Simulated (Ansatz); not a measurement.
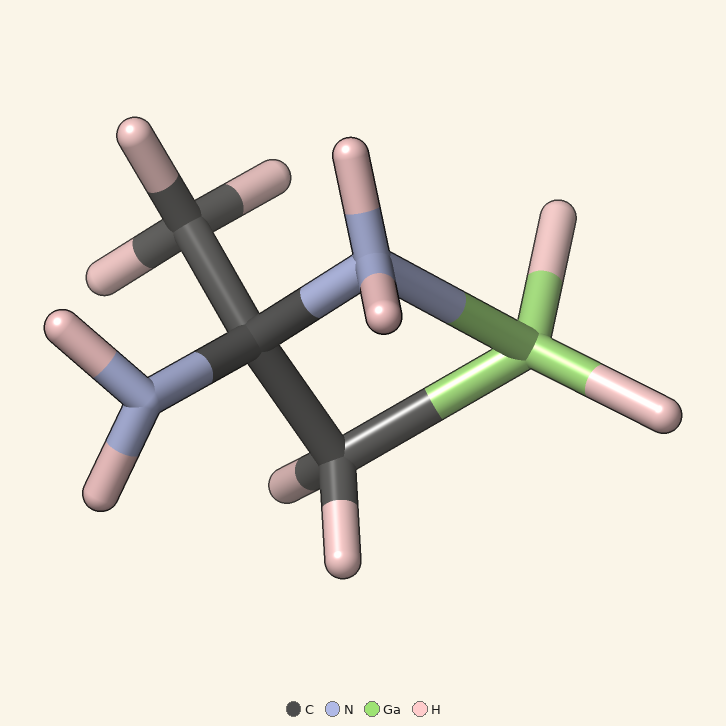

Computed geometry: PBE0-D4/def2-TZVP optimisation. No frequency run is at hand to confirm it as a minimum. Program: Ansatz 0.2.0.

At this fixed geometry, give HOMO energy (eV) at these levels: CAM-B3LYP-D4/def2-TZVPP; PBE0-D4/def2-SVP; PBE0-D4/def2-TZVPP; SPW92 (LDA)/def2-TZVPP; r2SCAN-D4/def2-TZVPP; r2SCAN0-D4/def2-TZVPP; r2SCANh-D4/def2-TZVPP; revPBE-D4/def2-TZVPP; ωB97M-V/def2-QZVPP; ωB97M-V/def2-SVP; ωB97M-V/def2-TZVPP; ωB97X-V/def2-TZVPP.

| level | HOMO energy (eV) |
| --- | --- |
| CAM-B3LYP-D4/def2-TZVPP | −8.29 |
| PBE0-D4/def2-SVP | −6.88 |
| PBE0-D4/def2-TZVPP | −6.94 |
| SPW92 (LDA)/def2-TZVPP | −5.90 |
| r2SCAN-D4/def2-TZVPP | −5.99 |
| r2SCAN0-D4/def2-TZVPP | −7.11 |
| r2SCANh-D4/def2-TZVPP | −6.44 |
| revPBE-D4/def2-TZVPP | −5.69 |
| ωB97M-V/def2-QZVPP | −9.18 |
| ωB97M-V/def2-SVP | −9.08 |
| ωB97M-V/def2-TZVPP | −9.17 |
| ωB97X-V/def2-TZVPP | −9.29 |
